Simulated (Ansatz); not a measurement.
# Ni3S4: a scan of SCF settings, part 2 of 2

Which SCF settings change the result for Ni3S4, and which only the effort? The default run comes first. Ni3S4 is taken in the coordinates of a database entry, unrelaxed (space group Fd-3m), 14 atoms in the cell. Source: COD entry 5910137, which need not be the ambient phase.

Ansatz 0.2.0; DFT PBEsol+U, PAW, plane waves, scalar-relativistic; U − J = 2.2 eV on Ni d. Earlier steps stand in the parts before.

## (5) K-point mesh 2x2x2

input.yaml

```yaml
crystal:
  lattice:
    - [0.0, 4.825, 4.825]
    - [4.825, 0.0, 4.825]
    - [4.825, 4.825, 0.0]
  atoms:
    - { symbol: Ni, position: [0.75, 0.75, 0.75], spin: 2.0 }
    - { symbol: Ni, position: [0.5, 0.5, 0.5], spin: 2.0 }
    - { symbol: Ni, position: [0.125, 0.125, 0.125], spin: 2.0 }
    - { symbol: Ni, position: [0.625, 0.125, 0.125], spin: 2.0 }
    - { symbol: Ni, position: [0.125, 0.125, 0.625], spin: 2.0 }
    - { symbol: Ni, position: [0.125, 0.625, 0.125], spin: 2.0 }
    - { symbol: S, position: [0.8755, 0.8755, 0.8755] }
    - { symbol: S, position: [0.8765, 0.3745, 0.3745] }
    - { symbol: S, position: [0.8755, 0.8755, 0.3735] }
    - { symbol: S, position: [0.3745, 0.8765, 0.3745] }
    - { symbol: S, position: [0.3735, 0.8755, 0.8755] }
    - { symbol: S, position: [0.3745, 0.3745, 0.3745] }
    - { symbol: S, position: [0.8755, 0.3735, 0.8755] }
    - { symbol: S, position: [0.3745, 0.3745, 0.8765] }
magnetization:
  spin_polarized: true
hamiltonian:
  xc: pbesol
  pseudopotentials: { kind: paw }
  hubbard: { sites: [{ species: Ni, l: d, u_eff: 2.2 }] }
basis:
  ecutwfc: 420
kpoints:
  mp_grid: { grid: [2, 2, 2] }
scf:
  occupations: { method: fermi_dirac, width: 0.03 }
  lower_state_search: "off"
  max_iter: 100
output:
  forces: true
  stress: true
```

Run with:

```console
ansatz run input.yaml --threads 2 --pin off --max-ram 5120MiB --backend cpu --events-out ev --progress --plain --runs-dir out
```

Standard output, cut to the lines that bear on the results:

```text
[... 15 lines as in an earlier run ...]
k-points: 3 of 8
[... 8 lines as in an earlier run ...]
Starting moments: Σ|m| = 12 μB on 6 of 14 sites
[... 2 lines as in an earlier run ...]
SCF iter   1: F=—  HF=-41906.375254 eV  |F-HF|=—  |Δ(HF+E_count)|=         —  Δρ=1.54e-1 (↑4.92e-2 ↓1.54e-1)  dr2=3.12e1  dr2_m=1.98e1  M=4.267 μB ∫|m|=4.491 μB  β_m=0.30  ethr=3.10e-3  ⟨swp⟩=6.0  Hψ=2284  notcnv=0  defer=25
[...]
[... 1 line as in an earlier run ...]
[...]
WARN: the starting moments were not kept: 2 of 6 ended reversed and 4 kept their direction, counting a site from 0.1 of the cell's largest site moment. The largest reversed, site 1 (counted from 0, in the order of the report's site_moments_mub), started with +2.0 μB and closes at -2.3e-1 [...]
  atom   2  Ni    -0.00000000     0.00000000     0.00000000
  atom   3  Ni     0.00000000    -0.00000000    -0.00000000
  atom   4  Ni     0.00000000     0.00000000     0.00000000
  atom   5  Ni    -0.00000000    -0.00000000     0.00000000
  atom   6  Ni     0.00000000     0.00000000    -0.00000000
  atom   7  S      1.32939792     1.32939792     1.32939792
  atom   8  S     -1.32939792     1.32939792     1.32939792
[...]
--- Stress (GPa, compression-positive) ---
      -10.787756      -0.000000       0.000000
       -0.000000     -10.787756       0.000000
        0.000000      -0.000000     -10.787756
  P = ⅓ Tr σ = -10.7878 GPa (-107.878 kbar)
Occupation matrices written to <dir>
```

Wall time 8.7 s (2 threads of Arm Neoverse V1, shared host); peak memory 0.69 GiB.

17 iterations against 19; free energy shifted by -18.1 meV/atom, forces change by up to 0.241 eV/Å, pressure -10.8 GPa against -10.0, moments Ni1 -0.23, Ni2 -0.23, Ni3 0.44, Ni4 0.44, Ni5 0.44, Ni6 0.44 μB against Ni1 -0.25, Ni2 -0.25, Ni3 0.59, Ni4 0.59, Ni5 0.59, Ni6 0.59.

This setting is poor on purpose, so its numbers aren't to be taken as properties of the material.

## (6) Fermi–Dirac smearing, width 0.3 eV

input.yaml: that of step 5 with these lines changed.

```diff
@@ -29,5 +29,5 @@
 kpoints:
-  mp_grid: { grid: [2, 2, 2] }
+  mp_grid: { grid: [3, 3, 3] }
 scf:
-  occupations: { method: fermi_dirac, width: 0.03 }
+  occupations: { method: fermi_dirac, width: 0.3 }
   lower_state_search: "off"
```

Run with:

```console
ansatz run input.yaml --threads 2 --pin off --max-ram 5120MiB --backend cpu --events-out ev --progress --plain --runs-dir out
```

Standard output, cut to the lines that bear on the results:

```text
[... 2 lines as in an earlier run ...]
band count auto-derived: 109 (N_el = 156.0; filled up to band 78; 101 by the electrons, moments and atoms)
[... 9 lines as in an earlier run ...]
Bands: 109, of which v1, the nominal top of the filled ones, is band 78 counted from 1 (77 counted from 0)
[... 12 lines as in an earlier run ...]
Starting moments: Σ|m| = 12 μB on 6 of 14 sites
[... 2 lines as in an earlier run ...]
[...]
  atom   5  Ni     0.00000000    -0.00000000    -0.00000000
  atom   6  Ni     0.00000000    -0.00000000    -0.00000000
  atom   7  S      1.16747508     1.16747508     1.16747508
  atom   8  S     -1.16747508     1.16747508     1.16747508
[...]
--- Stress (GPa, compression-positive) ---
       -9.869264       0.000000       0.000000
        0.000000      -9.869264       0.000000
        0.000000      -0.000000      -9.869264
  P = ⅓ Tr σ = -9.8693 GPa (-98.693 kbar)
Occupation matrices written to <dir>
```

Wall time 20 s (2 threads of Arm Neoverse V1, shared host); peak memory 0.75 GiB.

Compared with step 2: free energy shifted by -99.2 meV/atom, zero-width estimate shifted by +1.4 meV/atom, forces change by up to 0.039 eV/Å, pressure -9.9 GPa against -10.0, moments Ni1 -0.07, Ni2 -0.07, Ni3 0.20, Ni4 0.20, Ni5 0.20, Ni6 0.20 μB against Ni1 -0.25, Ni2 -0.25, Ni3 0.59, Ni4 0.59, Ni5 0.59, Ni6 0.59; 24 iterations in place of 19.

## (7) MSR1 mixing, preconditioner LDOS

input.yaml: that of step 6 with these lines changed.

```diff
@@ -31,5 +31,7 @@
 scf:
-  occupations: { method: fermi_dirac, width: 0.3 }
+  occupations: { method: fermi_dirac, width: 0.03 }
   lower_state_search: "off"
+  algorithm: density_mixing
   max_iter: 100
+  mixing: { algorithm: msr1, preconditioner: ldos }
 output:
```

Run with:

```console
ansatz run input.yaml --threads 2 --pin off --max-ram 5120MiB --backend cpu --events-out ev --progress --plain --runs-dir out
```

Standard output, cut to the lines that bear on the results:

```text
[... 24 lines as in an earlier run ...]
Starting moments: Σ|m| = 12 μB on 6 of 14 sites
[... 2 lines as in an earlier run ...]
spin=Collinear: LDOS preconditioning applied to the charge; magnetization (m = ρ↑ − ρ↓) channel mixes plain (no charge-response kernel on spin).
[...]
Magnetization: 1.6046 μB (78.8023 up, 77.1977 down)
Absolute magnetization: 3.3564 μB (∫|ρ↑−ρ↓|, with the PAW one-centre terms)
Spin contamination: 0.6315 ħ² per cell (⟨S²⟩ above its minimum at these occupations)
[...]
Free energy (F): -41906.894955 eV
[...]
E sigma→0 (E₀):  -41906.875667 eV
Entropy (-TS):   -0.038577 eV (-2.756 meV/atom)
Fermi energy:    9.400575 eV
[... 39 lines left out: energy terms, forces, stress ...]
Occupation matrices written to <dir>
```

It took 17 s on 2 threads of Arm Neoverse V1, shared host; peak memory 0.75 GiB.

It takes 20 iterations (default 19). Against the default run: the same free energy.

## (8) Cold smearing, width 0.5 eV

input.yaml: that of step 7 with these lines changed.

```diff
@@ -31,7 +31,5 @@
 scf:
-  occupations: { method: fermi_dirac, width: 0.03 }
+  occupations: { method: cold, width: 0.5 }
   lower_state_search: "off"
-  algorithm: density_mixing
   max_iter: 100
-  mixing: { algorithm: msr1, preconditioner: ldos }
 output:
```

Run with:

```console
ansatz run input.yaml --threads 2 --pin off --max-ram 5120MiB --backend cpu --events-out ev --progress --plain --runs-dir out
```

Standard output, cut to the lines that bear on the results:

```text
[... 2 lines as in an earlier run ...]
band count auto-derived: 102 (N_el = 156.0; filled up to band 78; 101 by the electrons, moments and atoms)
[... 9 lines as in an earlier run ...]
Bands: 102, of which v1, the nominal top of the filled ones, is band 78 counted from 1 (77 counted from 0)
[... 12 lines as in an earlier run ...]
Starting moments: Σ|m| = 12 μB on 6 of 14 sites
[... 2 lines as in an earlier run ...]
[...]
  atom   5  Ni     0.00000000     0.00000000    -0.00000000
  atom   6  Ni     0.00000000    -0.00000000    -0.00000000
  atom   7  S      1.19505367     1.19505367     1.19505367
  atom   8  S     -1.19505367     1.19505367     1.19505367
[...]
--- Stress (GPa, compression-positive) ---
      -10.221365      -0.000000      -0.000000
       -0.000000     -10.221365      -0.000000
       -0.000000      -0.000000     -10.221365
  P = ⅓ Tr σ = -10.2214 GPa (-102.214 kbar)
Occupation matrices written to <dir>
```

Wall time 16 s (2 threads of Arm Neoverse V1, shared host); peak memory 0.73 GiB.

It takes 20 iterations (default 19). Against the default run: free energy shifted by -5.4 meV/atom, zero-width estimate shifted by -4.5 meV/atom, forces change by up to 0.008 eV/Å, pressure -10.2 GPa against -10.0, moments Ni1 -0.31, Ni2 -0.31, Ni3 0.54, Ni4 0.54, Ni5 0.54, Ni6 0.54 μB against Ni1 -0.25, Ni2 -0.25, Ni3 0.59, Ni4 0.59, Ni5 0.59, Ni6 0.59.

## (9) Broyden, β 0.3, history 3, no preconditioner

input.yaml: that of step 8 with these lines changed.

```diff
@@ -31,5 +31,7 @@
 scf:
-  occupations: { method: cold, width: 0.5 }
+  occupations: { method: fermi_dirac, width: 0.03 }
   lower_state_search: "off"
+  algorithm: density_mixing
   max_iter: 100
+  mixing: { algorithm: broyden, ndim: 3, beta: 0.3, preconditioner: none }
 output:
```

Run with:

```console
ansatz run input.yaml --threads 2 --pin off --max-ram 5120MiB --backend cpu --events-out ev --progress --plain --runs-dir out
```

Standard output, cut to the lines that bear on the results:

```text
[... 24 lines as in an earlier run ...]
Starting moments: Σ|m| = 12 μB on 6 of 14 sites
[... 2 lines as in an earlier run ...]
SCF iter   1: F=—  HF=-41906.003271 eV  |F-HF|=—  |Δ(HF+E_count)|=         —  Δρ=1.53e-1 (↑4.93e-2 ↓1.53e-1)  dr2=3.11e1  dr2_m=1.98e1  M=4.321 μB ∫|m|=4.459 μB  β_m=0.30  ethr=3.10e-3  ⟨swp⟩=5.9  Hψ=3063  notcnv=0  defer=29
[...]
SCF converged after 40 iterations
Magnetization: 1.6049 μB (78.8025 up, 77.1975 down)
Absolute magnetization: 3.3570 μB (∫|ρ↑−ρ↓|, with the PAW one-centre terms)
Spin contamination: 0.6317 ħ² per cell (⟨S²⟩ above its minimum at these occupations)
[...]
Free energy (F): -41906.894955 eV
[...]
E sigma→0 (E₀):  -41906.875662 eV
Entropy (-TS):   -0.038587 eV (-2.756 meV/atom)
Fermi energy:    9.400554 eV
[... 39 lines left out: energy terms, forces, stress ...]
Occupation matrices written to <dir>
```

Run time: 29 s. Hardware: 2 threads of Arm Neoverse V1, shared host; peak memory 0.71 GiB.

40 iterations against 19; the same free energy.

## (10) Density-residual threshold 1e-3 eV

input.yaml: that of step 9 with these lines changed.

```diff
@@ -33,5 +33,3 @@
   lower_state_search: "off"
-  algorithm: density_mixing
-  max_iter: 100
-  mixing: { algorithm: broyden, ndim: 3, beta: 0.3, preconditioner: none }
+  convergence: { dr2_threshold: "1e-3 eV" }
 output:
```

Run with:

```console
ansatz run input.yaml --threads 2 --pin off --max-ram 5120MiB --backend cpu --events-out ev --progress --plain --runs-dir out
```

Standard output, cut to the lines that bear on the results:

```text
Warning: scf.convergence.dr2_threshold = 1e-3 eV is looser than this run's default, which is 1e-7 eV or tighter. The error in the forces grows as the threshold's square root, so leave the key out unless less accurate forces are enough
Warning: output.stress: scf.convergence.dr2_threshold = 1e-3 eV is looser than the 1.4e-9 eV advised for a printed stress (1e-10 eV for each atom of the cell: 14). What an SCF threshold leaves in a stress goes as its square root, and in the free energy as the threshold itself, and one [...]
[... 24 lines as in an earlier run ...]
Starting moments: Σ|m| = 12 μB on 6 of 14 sites
[... 2 lines as in an earlier run ...]
[...]
Fermi energy:    9.401405 eV
[...]
--- Forces (eV/Å), atoms counted from 1 ---
  atom   1  Ni    -0.00000000     0.00000000    -0.00000000
  atom   2  Ni    -0.00000000     0.00000000     0.00000000
  atom   3  Ni     0.00000000    -0.00000000     0.00000000
  atom   4  Ni     0.00000000    -0.00000000     0.00000000
  atom   5  Ni     0.00000000    -0.00000000    -0.00000000
  atom   6  Ni     0.00000000     0.00000000    -0.00000000
  atom   7  S      1.19166339     1.19166339     1.19166339
  atom   8  S     -1.19166339     1.19166339     1.19166339
[...]
--- Stress (GPa, compression-positive) ---
      -10.064198       0.000000      -0.000000
        0.000000     -10.064198       0.000000
       -0.000000      -0.000000     -10.064198
  P = ⅓ Tr σ = -10.0642 GPa (-100.642 kbar)
Occupation matrices written to <dir>
```

It took 12 s on 2 threads of Arm Neoverse V1, shared host; peak memory 0.73 GiB.

It takes 14 iterations (default 19). Against the default run: the same free energy, forces change by up to 0.003 eV/Å.

This setting is poor on purpose, so its numbers aren't to be taken as properties of the material.

## (11) The runs side by side

```tsv
step	settings	iterations	time	against the default run
2	default SCF settings	19	19 s	reference
3	direct minimisation	14	65 s	the same free energy
4	Gaussian smearing, width 0.3 eV	18	15 s	free energy shifted by -15.8 meV/atom, zero-width estimate shifted by -2.2 meV/atom, forces change by up to 0.026 eV/Å, pressure -9.9 GPa against -10.0
5	k-point mesh 2x2x2	17	8.7 s	free energy shifted by -18.1 meV/atom, forces change by up to 0.241 eV/Å, pressure -10.8 GPa against -10.0, moments Ni1 -0.23, Ni2 -0.23, Ni3 0.44, Ni4 0.44, Ni5 0.44, Ni6 0.44 μB against Ni1 -0.25, Ni2 -0.25, Ni3 0.59, Ni4 0.59, Ni5 0.59, Ni6 0.59
6	Fermi–Dirac smearing, width 0.3 eV	24	20 s	free energy shifted by -99.2 meV/atom, zero-width estimate shifted by +1.4 meV/atom, forces change by up to 0.039 eV/Å, pressure -9.9 GPa against -10.0, moments Ni1 -0.07, Ni2 -0.07, Ni3 0.20, Ni4 0.20, Ni5 0.20, Ni6 0.20 μB against Ni1 -0.25, Ni2 -0.25, Ni3 0.59, Ni4 0.59, Ni5 0.59, Ni6 0.59
7	MSR1 mixing, preconditioner LDOS	20	17 s	the same free energy
8	cold smearing, width 0.5 eV	20	16 s	free energy shifted by -5.4 meV/atom, zero-width estimate shifted by -4.5 meV/atom, forces change by up to 0.008 eV/Å, pressure -10.2 GPa against -10.0, moments Ni1 -0.31, Ni2 -0.31, Ni3 0.54, Ni4 0.54, Ni5 0.54, Ni6 0.54 μB against Ni1 -0.25, Ni2 -0.25, Ni3 0.59, Ni4 0.59, Ni5 0.59, Ni6 0.59
9	Broyden, β 0.3, history 3, no preconditioner	40	29 s	the same free energy
10	density-residual threshold 1e-3 eV	14	12 s	the same free energy, forces change by up to 0.003 eV/Å
```

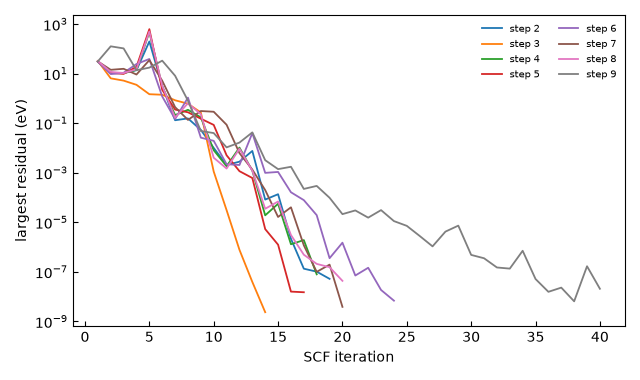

Residual along the iterations (8 of the 9 runs).

## (12) Summary of results

This closing draws on all 2 parts.

| quantity | value |
| --- | --- |
| default run | 19 iterations, ferrimagnetic, site moments Ni1 -0.25, Ni2 -0.25, Ni3 0.59, Ni4 0.59, Ni5 0.59, Ni6 0.59 μB, total 1.60 μB per cell, no gap on the k-mesh |
| fewest iterations to that state among the runs shown (an iteration of direct minimisation costs more) | 14 (direct minimisation) |
| most iterations to it | 40 (Broyden, β 0.3, history 3, no preconditioner) |
| runs that end in another state, among changes of path alone | 0 |
| largest shift of the free energy by occupations, cutoff, mesh or field | -99.2 meV/atom (Fermi–Dirac smearing, width 0.3 eV) |

The default and the runs that change only the path, 4 in all, end in one state, in 14 to 40 iterations. Occupations, cutoff, mesh and fields change the problem that is solved, not just the path; the largest shift here is that of “Fermi–Dirac smearing, width 0.3 eV”. Other settings tried on this cell gave no result: linear mixing, β 0.3, no preconditioner (not converged after 100 iterations, cycles); linear mixing, β 0.2, no preconditioner (not converged after 100 iterations, cycles). Counts include iterations that the program adds to test a close, so a difference of one or two ranks nothing. The starting density is a sum of atomic densities. Forces or pressure are large in this cell, so the entry is far from the computed equilibrium and may be faulty or of a sample under other conditions, or the chosen U doesn't suit it.
